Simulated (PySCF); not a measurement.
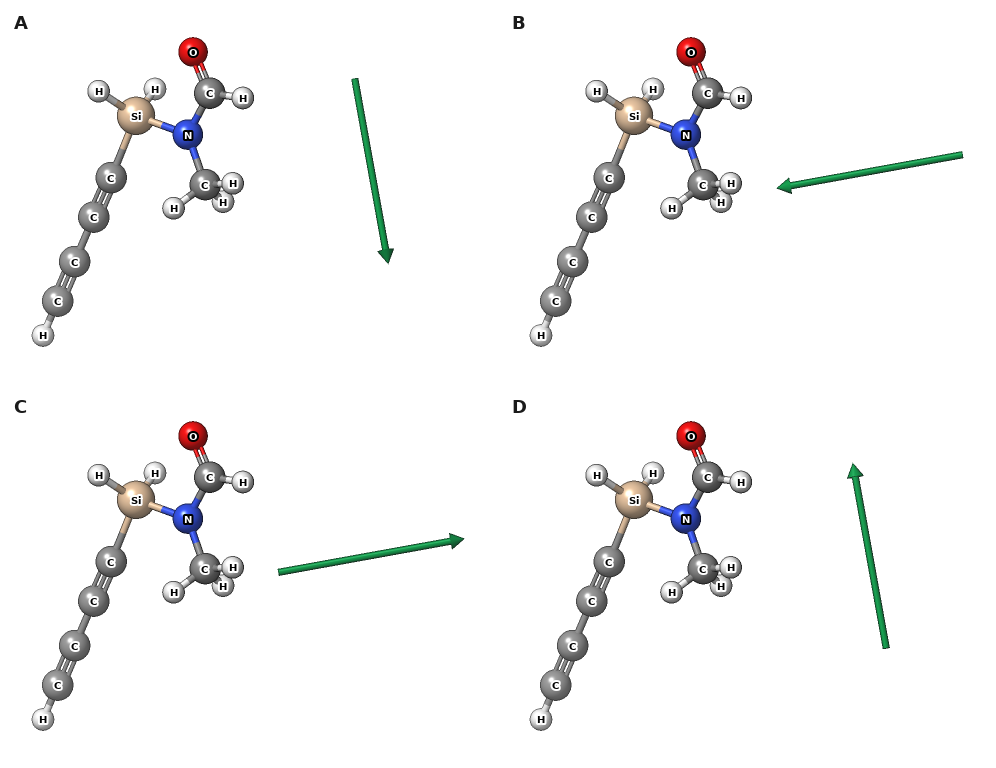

The same molecule four times, each with an arrow. Computed geometry: GFN2-xTB optimisation. No frequency run is at hand to confirm it as a minimum. Properties computed with ωB97X-D/def2-SVPD, gas phase (PySCF 2.14.0).

Which arrow points along the dipole moment, from the negative to the positive end?

Answer. A. The dipole moment is 3.76 D.

The geometry is semi-empirical. Around Si such bond lengths and angles can be off by a tenth of an ångström or more and by several degrees, and values that hang on the shape move with them.
